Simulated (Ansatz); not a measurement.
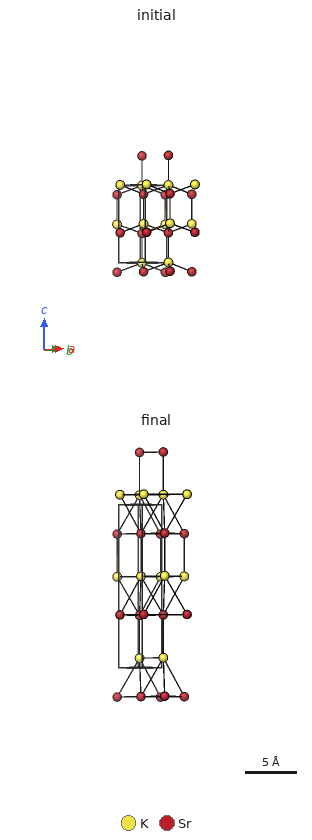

The structure of crystalline KSr (built on the wurtzite_186 type) (coarse preliminary run) before (top) and after (bottom) a relaxation, at one scale.

A ball-and-stick model of the cell of the calculation, repeated 2 × 1 × 1 with one cell outlined, seen from a free direction.

Case: wurtzite type (P6_3mc, No. 186).

Theory: Ansatz, DFT PBE, scalar-relativistic, plane waves, PAW. Settings: plane-wave cutoff 420 eV; k-point mesh 6 × 6 × 2; occupations gaussian; smearing width 0.1 eV; no spin polarisation; cell and atoms relaxed; force threshold 0.04 eV/Å; at most 70 steps.

### Describe what moved and what it gained.

After 29 accepted moves (33 points after the start) the energy has fallen by 1374 meV per atom. Largest force component: 0.26 eV/Å at the start, 0.0054 eV/Å at the end. Pressure: 6.60 GPa at the start and 0.00 GPa at the end. The line search rejected the trial step at point 15 of the run. At 3 points the geometry stayed and the basis and grid were re-selected for the new cell (energy shift of 176 meV per atom at most each time). The largest moves relative to the cell, 0.97 Å, are those of K and Sr atoms. Largest moves by element: Sr 0.97 Å, K 0.97 Å. The drawn cell changes as follows: a = b 4.789 → 4.295 Å (−10.3 %), c 7.669 → 16.130 Å (+110.3 %); the volume changes by +69.2 %. Some distances before and after: K–Sr 2.909 → 4.566 Å, K–Sr 2.930 → 4.231 Å, K–K 4.789 → 4.295 Å, Sr–Sr 4.789 → 4.295 Å. Among the angles between lasting bonds that change: K–Sr–K 110.8° → 56.1°, Sr–K–Sr 110.8° → 56.1°, K–Sr–K 108.1° → 147.1°. The space group stays P6_3mc (No. 186). Cost: 2.9 min on 1 thread of Arm Neoverse V1 (shared host), peak memory 0.4 GiB.

Limits of the set-up: the k-point mesh is coarse for a cell with partly filled bands.
